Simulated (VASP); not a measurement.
**BaCdTeSe: structure and properties in VASP**

What structure does BaCdTeSe take at this level, and what are its properties? The steps: rough relaxation of the start cell, full relaxation (PBE), density, ELF and potential (PBE), band structure (PBE), total and projected DOS (PBE) and bands along the symmetry lines (HSE06). The cell is invented: it takes the structure of a Materials Project entry for ZnCdTeSe (space group 160 there), with some of its atoms replaced by other elements, volume scaled by an estimate. It may not be a known or stable phase. The atoms of the start are displaced at random from the sites of a R3m cell.

Method: PBE; plane waves and PAW (Ba_sv, Te, Cd, Se), in VASP 6.6.1.

### 1. The starting structure

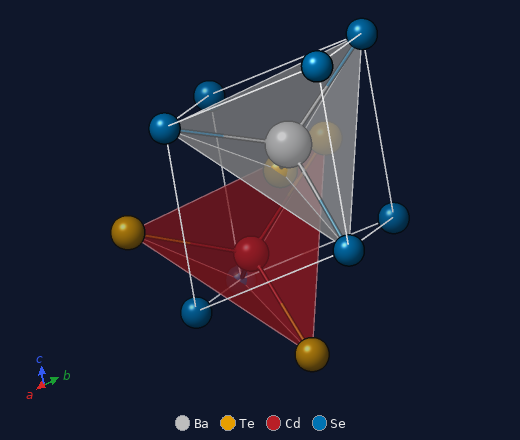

The cell as given, slightly off an axis (barium light grey, tellurium orange, cadmium red, selenium blue). Bonds to atoms that aren't drawn are left out. Some periodic images of atoms are drawn too.

### 2. Rough relaxation of the start cell

The start is only an estimate, so a cheap relaxation brings it near a minimum before any careful run. PBE, the usual starting point, adds the gradient of the density.

Contents of INCAR:

```
SYSTEM = BaCdTeSe
PREC = Normal
ENCUT = 400
EDIFF = 1E-05
NELM = 60
ISMEAR = 0
SIGMA = 0.05
LREAL = .FALSE.
ALGO = Fast
GGA = PE
NBANDS = 23
LORBIT = 11
LWAVE = .FALSE.
LCHARG = .FALSE.
KPAR = 2
IBRION = 2
NSW = 40
ISIF = 3
EDIFFG = -0.04
```

Contents of POSCAR:

```
BaCdTeSe
1.0
    2.3269500000      1.3434650000      7.6796180000
   -2.3269500000      1.3434650000      7.6796180000
    0.0000000000     -2.6869310000      7.6796180000
Ba Te Cd Se
1 1 1 1
Direct
    0.6328670000      0.6261710000      0.6317320000
    0.5023290000      0.5096200000      0.5059610000
    0.1155460000      0.1238460000      0.1167270000
    0.9942590000      0.9960940000      0.9939870000
```

Contents of KPOINTS:

```
Automatic mesh
0
Gamma
4 4 4
0 0 0
```

Potentials, in the order of the species: Ba_sv, Te, Cd and Se (PBE family, release 64).

Launch:

```console
> mpirun -np 2 vasp_std
```

The program printed:

```text
[banner, memory and clock lines left out]
running    2 mpi-ranks, on    1 nodes
 distrk:  each k-point on    1 cores,    2 groups
 distr:  one band on    1 cores,    1 groups

 POSCAR found type information on POSCAR BaTeCdSe
 POSCAR found :  4 types and       4 ions
 LDA part: xc-table for (Slater+PW92), standard interpolation
 POSCAR, INCAR and KPOINTS ok, starting setup
 FFT: planning ... GRIDC
 FFT: planning ... GRID_SOFT
 FFT: planning ... GRID
 WAVECAR not read
 entering main loop
       N       E                     dE             d eps       ncg     rms          rms(c)
DAV:   1     0.194713491347E+03    0.19471E+03   -0.12787E+04  1656   0.103E+03
DAV:   2     0.146137356112E+00   -0.19457E+03   -0.18688E+03  2147   0.251E+02
DAV:   3    -0.132128328690E+02   -0.13359E+02   -0.13287E+02  2368   0.665E+01
DAV:   4    -0.135536025287E+02   -0.34077E+00   -0.34054E+00  2476   0.819E+00
DAV:   5    -0.135566363397E+02   -0.30338E-02   -0.30337E-02  2136   0.787E-01    0.959E+00
RMM:   6    -0.119624021040E+02    0.15942E+01   -0.23876E+00  1656   0.643E+00    0.663E+00
RMM:   7    -0.117376421688E+02    0.22476E+00   -0.15862E+00  1656   0.417E+00    0.230E+00
RMM:   8    -0.117264080988E+02    0.11234E-01   -0.13014E-01  1765   0.159E+00    0.917E-01
RMM:   9    -0.117295364913E+02   -0.31284E-02   -0.44443E-02  1835   0.903E-01    0.272E-01
RMM:  10    -0.117313033805E+02   -0.17669E-02   -0.97467E-03  1992   0.436E-01    0.159E-01
RMM:  11    -0.117319864547E+02   -0.68307E-03   -0.20964E-03  1861   0.233E-01    0.429E-02
RMM:  12    -0.117320799664E+02   -0.93512E-04   -0.82084E-04  2185   0.981E-02    0.190E-02
RMM:  13    -0.117321202489E+02   -0.40282E-04   -0.24307E-04  1841   0.516E-02    0.634E-03
RMM:  14    -0.117321268624E+02   -0.66136E-05   -0.67976E-05  1502   0.258E-02
   1 F= -.11732127E+02 E0= -.11732127E+02  d E =-.117321E+02
 curvature:   0.00 expect dE= 0.000E+00 dE for cont linesearch  0.000E+00
 trial: gam= 0.00000 g(F)=  0.108E+01 g(S)=  0.254E+01 ort = 0.000E+00 (trialstep = 0.100E+01)
 search vector abs. value=  0.362E+01
 bond charge predicted
       N       E                     dE             d eps       ncg     rms          rms(c)
DAV:   1    -0.297404304733E+02   -0.18008E+02   -0.47784E+02  1705   0.180E+02    0.551E+01
RMM:   2    -0.164376647466E+02    0.13303E+02   -0.32140E+01  1698   0.482E+01    0.157E+01
RMM:   3    -0.140956189922E+02    0.23420E+01   -0.60241E+00  1828   0.161E+01    0.156E+01
RMM:   4    -0.130632453293E+02    0.10324E+01   -0.27792E+00  1806   0.899E+00    0.483E+00
RMM:   5    -0.130663555026E+02   -0.31102E-02   -0.43515E-01  1959   0.283E+00    0.132E+00
RMM:   6    -0.130744927015E+02   -0.81372E-02   -0.45007E-02  2148   0.990E-01    0.785E-01
RMM:   7    -0.130767290426E+02   -0.22363E-02   -0.16989E-02  2250   0.581E-01    0.130E-01
RMM:   8    -0.130774308490E+02   -0.70181E-03   -0.55181E-03  2465   0.285E-01    0.613E-02
RMM:   9    -0.130777409316E+02   -0.31008E-03   -0.15722E-03  2562   0.169E-01    0.326E-02
RMM:  10    -0.130778634698E+02   -0.12254E-03   -0.75536E-04  2438   0.977E-02    0.135E-02
RMM:  11    -0.130778976327E+02   -0.34163E-04   -0.23978E-04  2245   0.655E-02    0.672E-03
RMM:  12    -0.130779117352E+02   -0.14102E-04   -0.11875E-04  1978   0.401E-02    0.380E-03
RMM:  13    -0.130779159689E+02   -0.42338E-05   -0.48165E-05  1605   0.265E-02
   2 F= -.13077916E+02 E0= -.13077916E+02  d E =-.134579E+01
[... from here on, the cycles between the ionic steps are left out ...]
   3 F= -.13095328E+02 E0= -.13095328E+02  d E =-.136320E+01
   4 F= -.13260715E+02 E0= -.13260715E+02  d E =-.165387E+00
   5 F= -.13401611E+02 E0= -.13401611E+02  d E =-.306283E+00
   6 F= -.13417960E+02 E0= -.13417960E+02  d E =-.322632E+00
   7 F= -.13419866E+02 E0= -.13419866E+02  d E =-.324538E+00
   8 F= -.13465880E+02 E0= -.13465880E+02  d E =-.460139E-01
   9 F= -.13471377E+02 E0= -.13471377E+02  d E =-.515107E-01
  10 F= -.13477651E+02 E0= -.13477651E+02  d E =-.627439E-02
  11 F= -.13483563E+02 E0= -.13483563E+02  d E =-.121864E-01
  12 F= -.13479357E+02 E0= -.13479357E+02  d E =-.798025E-02
  13 F= -.13484674E+02 E0= -.13484674E+02  d E =-.132975E-01
  14 F= -.13488772E+02 E0= -.13488772E+02  d E =-.409771E-02
  15 F= -.13488828E+02 E0= -.13488828E+02  d E =-.415398E-02
  16 F= -.13490197E+02 E0= -.13490197E+02  d E =-.552267E-02
  17 F= -.13491745E+02 E0= -.13491745E+02  d E =-.154805E-02
  18 F= -.13493227E+02 E0= -.13493227E+02  d E =-.303008E-02
  19 F= -.13494324E+02 E0= -.13494324E+02  d E =-.109735E-02
  20 F= -.13494677E+02 E0= -.13494677E+02  d E =-.144979E-02
  21 F= -.13494777E+02 E0= -.13494777E+02  d E =-.154994E-02
  22 F= -.13494834E+02 E0= -.13494834E+02  d E =-.160713E-02
  23 F= -.13495156E+02 E0= -.13495156E+02  d E =-.322266E-03
 trial-energy change:   -0.000322  1 .order   -0.000326   -0.000378   -0.000275
 step:   3.1392(harm=  3.1392)  dis= 0.01077  next Energy=   -13.495526 (dE=-0.692E-03)
 bond charge predicted
       N       E                     dE             d eps       ncg     rms          rms(c)
DAV:   1    -0.134965144038E+02   -0.13515E-02   -0.42028E-01  1656   0.366E+00    0.269E-01
RMM:   2    -0.134957764805E+02    0.73792E-03   -0.74944E-03  1656   0.579E-01    0.960E-02
RMM:   3    -0.134955584015E+02    0.21808E-03   -0.11363E-03  1664   0.197E-01    0.561E-02
RMM:   4    -0.134955166045E+02    0.41797E-04   -0.25673E-04  1745   0.872E-02    0.222E-02
RMM:   5    -0.134955173621E+02   -0.75754E-06   -0.64667E-05  1574   0.394E-02
  24 F= -.13495517E+02 E0= -.13495517E+02  d E =-.683271E-03
 curvature:  -1.73 expect dE=-0.251E-03 dE for cont linesearch -0.153E-05
 trial: gam= 0.40675 g(F)=  0.754E-04 g(S)=  0.699E-04 ort =-0.207E-04 (trialstep = 0.131E+01)
 search vector abs. value=  0.209E-03
 reached required accuracy - stopping structural energy minimisation
```

Elapsed: 8.5 min, on 2 MPI ranks of Intel Xeon 6975P-C (Granite Rapids), shared host; peak memory 0.65 GiB.

Lines that name or quote the potential files are left out of all logs, and their timing lines are given in words.

OUTCAR, selected parts (step 2):

```text
ion  position               nearest neighbor table
   1  0.633  0.626  0.632-   4 2.76   4 2.79   4 2.79   2 2.86
   2  0.502  0.510  0.506-   1 2.86   3 2.95   3 2.96   3 2.97
   3  0.116  0.124  0.117-   4 2.86   2 2.95   2 2.96   2 2.97
   4  0.994  0.996  0.994-   1 2.76   1 2.79   1 2.79   3 2.86

  LATTYP: Found a trigonal (rhomboedric) cell.
 ALAT       =     8.1361002412
 COS(alpha) =     0.8364044201

 Subroutine GETGRP returns: Found  1 space group operations
 (whereof  1 operations were pure point group operations)

The static configuration has the point symmetry C_1 .

 Found     36 irreducible k-points:

   k-points           NKPTS =     36   k-points in BZ     NKDIM =     36   number of bands    NBANDS=     23

   dimension x,y,z NGX =    40 NGY =   40 NGZ =   40
   dimension x,y,z NGXF=    80 NGYF=   80 NGZF=   80

   ENCUT  =  400.0 eV  29.40 Ry    5.42 a.u.  13.27 13.27 13.27*2*pi/ulx,y,z

   NELECT =      34.0000    total number of electrons

 k-points in reciprocal lattice and weights: Automatic mesh
   0.00000000  0.00000000  0.00000000       0.016
   0.25000000  0.00000000  0.00000000       0.031
   0.00000000  0.25000000  0.00000000       0.031
  -0.00000000 -0.00000000  0.25000000       0.031
   0.50000000  0.00000000  0.00000000       0.016
   0.00000000  0.50000000  0.00000000       0.016
  -0.00000000 -0.00000000  0.50000000       0.016
   0.25000000  0.25000000  0.00000000       0.031
  -0.25000000  0.00000000 -0.25000000       0.031
[...]
0.50000000  0.25000000 -0.25000000       0.031
   0.50000000  0.50000000  0.50000000       0.016

 average (electrostatic) potential at core
       1 -38.5302       2 -92.3898       3 -40.3080       4 -55.8928

 E-fermi :   0.7885

 k-point     1 :       0.0000    0.0000    0.0000
  band No.  band energies     occupation
    ...
     13      -0.4777      2.00000
     14      -0.4749      2.00000
     15       0.1199      2.00000
     16       0.4509      2.00000
     17       0.4517      2.00000
     18       1.5137      0.00000
     19       3.8736      0.00000
     20       4.5738      0.00000
     21       4.5811      0.00000
     22       5.5697      0.00000
    ...

 k-point     2 :       0.2500    0.0000    0.0000
  band No.  band energies     occupation
    ...
     13      -0.9258      2.00000
     14      -0.5523      2.00000
     15      -0.4365      2.00000
     16       0.1124      2.00000
     17       0.1997      2.00000
     18       3.0178      0.00000
     19       4.0183      0.00000
     20       4.5582      0.00000
     21       4.8808      0.00000
     22       4.8955      0.00000
    ...

 k-point     3 :       0.0000    0.2500    0.0000
  band No.  band energies     occupation
    ...
     13      -0.9188      2.00000
     14      -0.5569      2.00000
     15      -0.4377      2.00000
     16       0.1122      2.00000
     17       0.1969      2.00000
     18       3.0213      0.00000
     19       4.0112      0.00000
     20       4.5438      0.00000
     21       4.8803      0.00000
     22       4.8944      0.00000
    ...

  Total       -0.0248907     -0.0462939      0.0012855     -0.0260214     -0.0110231      0.0267680
  in kB       -0.2314782     -0.4305235      0.0119547     -0.2419929     -0.1025127      0.2489361
  external PRESSURE =      -0.2166823 kB  Pullay stress =       0.0000000 kB

  energy-cutoff  :      400.00
  volume of cell :      172.28
      direct lattice vectors                 reciprocal lattice vectors
     2.488220413  1.417457722  8.227527740     0.203098466  0.117290148  0.039913864
    -2.431024086  1.415697045  8.209927892    -0.203473054  0.117435491  0.041303533
     0.027081440 -2.844376311  8.220630245    -0.000060721 -0.234671163  0.040448060

 POSITION                                       TOTAL-FORCE (eV/Angst)
 -----------------------------------------------------------------------------------
      0.06562     -0.00968     15.51448        -0.006517      0.003608      0.020862
      0.01674     -0.00034     12.04704         0.001584     -0.001680      0.007630
     -0.00791      0.00249      2.96974        -0.004219      0.001624      0.001327
      0.00448     -0.00095      0.28418         0.009152     -0.003552     -0.029819
 -----------------------------------------------------------------------------------
    total drift:                               -0.000134     -0.000186      0.011981

  FREE ENERGIE OF THE ION-ELECTRON SYSTEM (eV)
  ---------------------------------------------------
  free  energy   TOTEN  =       -13.4955173621 eV

  energy  without entropy=      -13.4955173621  energy(sigma->0) =      -13.49551736

 reached required accuracy - stopping structural energy minimisation

 total charge
# of ion       s       p       d       tot
------------------------------------------
    1        2.020   5.597   0.320   7.937
    2        1.350   2.031   0.010   3.390
    3        0.439   0.245   9.529  10.214
    4        1.441   2.449   0.007   3.898
--------------------------------------------------
tot          5.250  10.322   9.866  25.438

[... 3 further parts left out ...]
```

CONTCAR:

```
BaCdTeSe
   1.00000000000000
     2.4882204126698295    1.4174577219659950    8.2275277402766083
    -2.4310240856566034    1.4156970451999691    8.2099278922429040
     0.0270814400404202   -2.8443763113182485    8.2206302448823241
  Ba              Te              Cd              Se
     1     1     1     1
Direct
     0.6314349175253098    0.6263145568466651    0.6297973024476514
     0.4842049808017930    0.4941390936048852    0.4873570585650459
     0.1172199835974112    0.1245631494710492    0.1195355434124494
     0.0121411180754879    0.0107142000773977    0.0117170955748465
```

The gap is read on the k-mesh alone, so it is an upper bound where the band edges lie off the mesh. Harder data sets than Ba_sv exist (the GW ones), and pressures, volumes and forces can shift noticeably with them. This relaxation is a rough one on cheap settings, only to bring the start near its minimum. After so large a change of volume the plane waves of the start cell no longer fit, so the final stress carries a basis-set error.

Relaxation path (22 of 24):

```csv
step,energy less that of the first step (eV),largest force (eV/Å),pressure (GPa),volume (Å³)
1,0.0000,3.7911,9.31,144.05
2,-1.3458,1.0204,-1.65,192.21
3,-1.3632,1.1560,-0.91,185.07
4,-1.5286,0.9570,-0.68,180.94
5,-1.6695,0.6537,0.85,170.11
6,-1.6858,0.5670,0.23,173.32
8,-1.7338,0.1544,0.02,173.99
9,-1.7393,0.2379,-0.11,174.74
10,-1.7455,0.2170,-0.01,173.83
11,-1.7514,0.1822,0.14,172.41
12,-1.7472,0.1987,0.46,169.58
13,-1.7525,0.1668,0.23,171.55
14,-1.7566,0.1305,0.09,172.21
15,-1.7567,0.1317,-0.24,173.53
16,-1.7581,0.1228,-0.10,172.90
17,-1.7596,0.1037,-0.03,172.42
19,-1.7622,0.0681,0.10,171.40
20,-1.7625,0.0643,0.06,171.60
21,-1.7626,0.0672,0.00,172.00
22,-1.7627,0.0624,0.03,171.85
23,-1.7630,0.0478,0.03,171.97
24,-1.7634,0.0314,-0.02,172.28
```

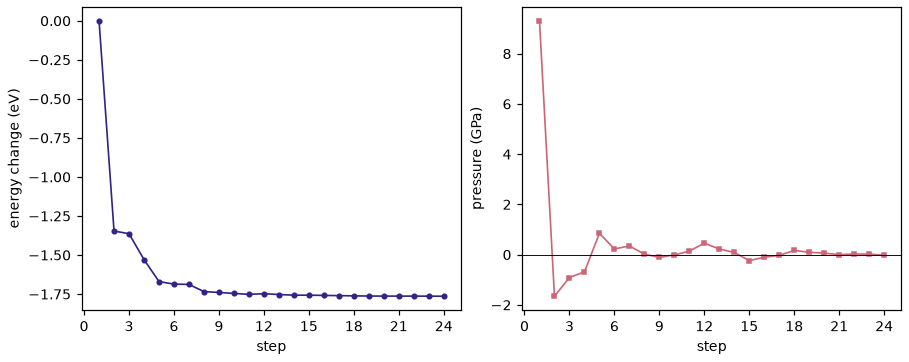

Energy and pressure along the relaxation.

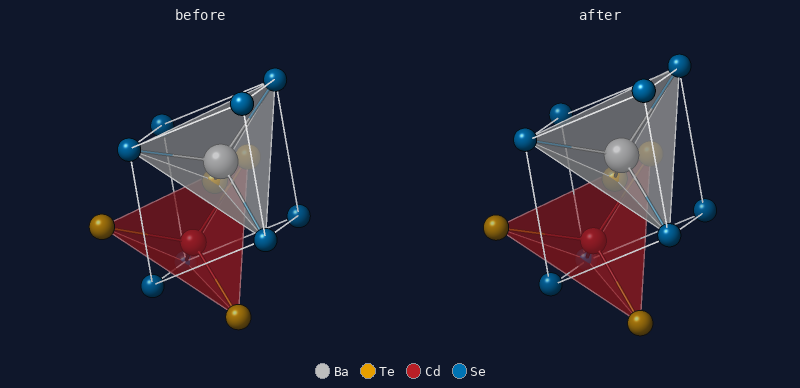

The structure before and after the relaxation, drawn at the same scale. Bonds to atoms that aren't drawn are left out.

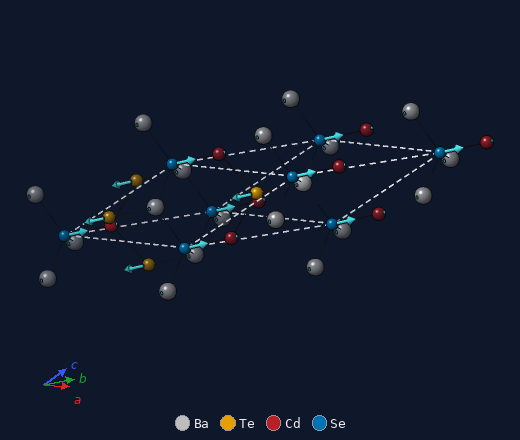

Displacements in the relaxation, exaggerated, measured against the changing cell; the longest in the cell stands for 0.43 Å. Some periodic images of atoms are drawn too.

```
     cell as run  before  after   change
           a (Å)   8.136  8.712   +7.1 %
           b (Å)   8.136  8.679   +6.7 %
           c (Å)   8.136  8.699   +6.9 %
           α (°)   33.24  32.88   -1.1 %
           β (°)   33.24  32.84   -1.2 %
           γ (°)   33.24  32.86   -1.1 %
volume (Å³/atom)   36.01  43.07  +19.6 %
```

The atoms that moved most (Å, as changes of fractional coordinates times the final cell):

```csv
atom,dx,dy,dz,length
Te2,-0.008,0.005,-0.429,0.429
Se4,0.009,-0.004,0.413,0.413
Cd3,0.002,-0.005,0.043,0.043
Ba1,-0.004,0.004,-0.027,0.027
```

The relaxed structure:

```xyz
4
Lattice="2.4882 1.4175 8.2275 -2.4310 1.4157 8.2099 0.0271 -2.8444 8.2206" Properties=species:S:1:pos:R:3 pbc="T T T"
Ba    0.0656   -0.0097   15.5145
Te    0.0167   -0.0003   12.0470
Cd   -0.0079    0.0025    2.9697
Se    0.0888   -0.0122   24.9423
```

This step gave:

| Item | Value |
| --- | --- |
| electrons | 34 |
| bands | 23 |
| irreducible k-points | 36 |
| symmetry operations | 1 |
| free energy (TOTEN) | -13.50 eV |
| Fermi energy | 0.7885 eV |
| pressure | -0.02167 GPa |
| metallic | no |
| valence top at k | 0.5, 0.5, 0.5 |
| conduction bottom at k | 0, 0, 0 |
| least direct gap at k | 0, 0, 0 |
| SCF cycles over all ionic steps | 175 |
| gap on the k-mesh | 1.004 eV |
| least direct gap on the k-mesh | 1.062 eV |

It ends with a largest force of 0.031 eV/Å and a pressure of -0.02 GPa.

[end of part 1 of 4]

[Lines on the potential files, build, host, timing and source positions are cut from VASP's logs without a mark.]

[Logs are printed without paths, hosts, clocks, repeated set-up lines and the standing remarks that a program may print on its own settings, such as how far it seeks lower states.]

[Hosts, paths, dates, database ids (printed as entryN), source tags and the programs' standing remarks are cut or masked in the printed files.]

[A measured line is paired with the nearest computed mode of its activity, which favours agreement.]
